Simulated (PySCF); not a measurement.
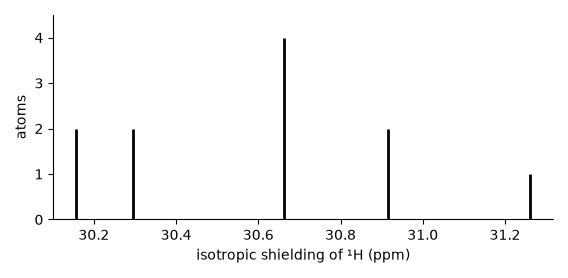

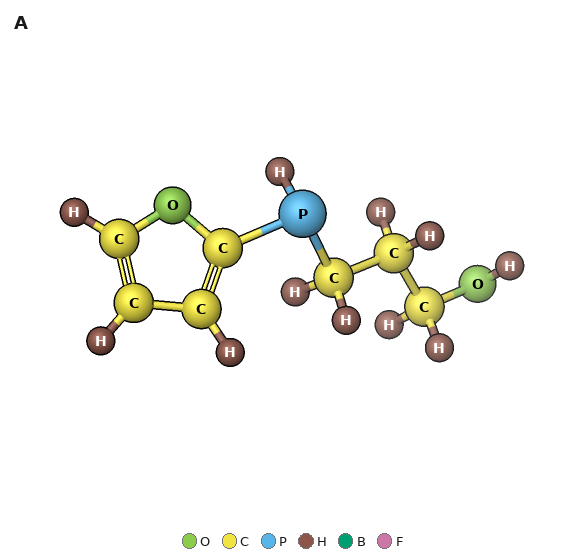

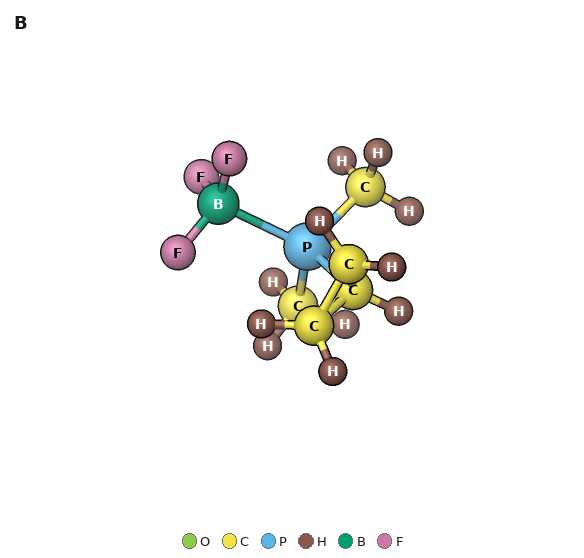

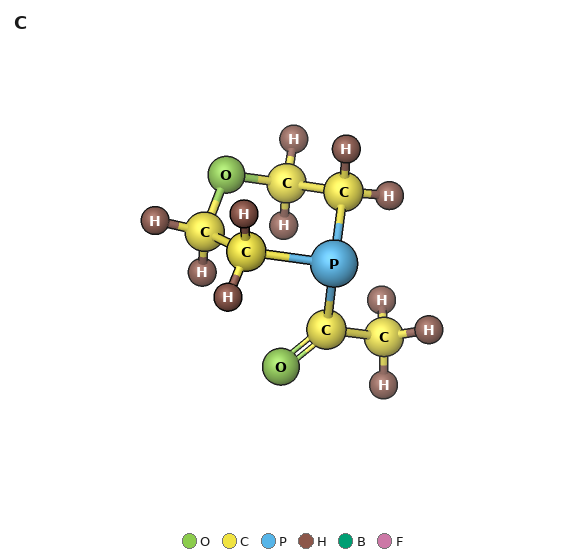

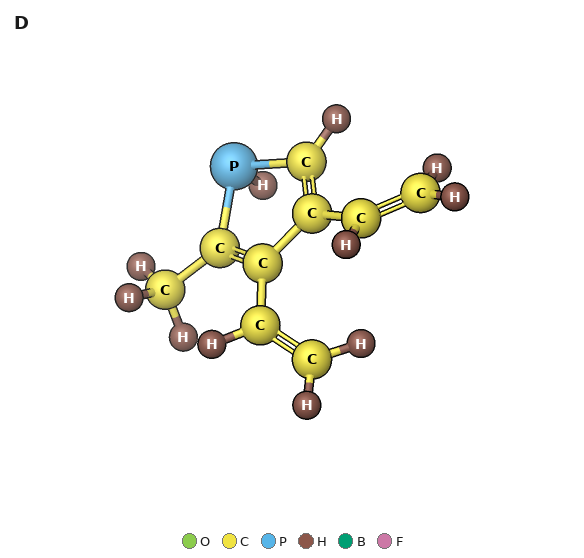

The sticks are computed shieldings of one of the molecules, for one fixed geometry (GFN2-xTB) without averaging over rotations. Low shielding means a high chemical shift. Method: GIAO PBE0/pcSseg-1 NMR shielding, non-relativistic, gas phase (PySCF 2.14.0).

> Which molecule gives this pattern?

B, `C[P+](C)(C1CC1)[B-](F)(F)F`. Its 11 H atoms give lines at 30.16 (2 atoms), 30.30 (2 atoms), 30.66 (4 atoms), 30.91 (2 atoms), 31.26 ppm.

The geometry is semi-empirical. Around B, P such bond lengths and angles can be off by a tenth of an ångström or more and by several degrees, and values that hang on the shape move with them.
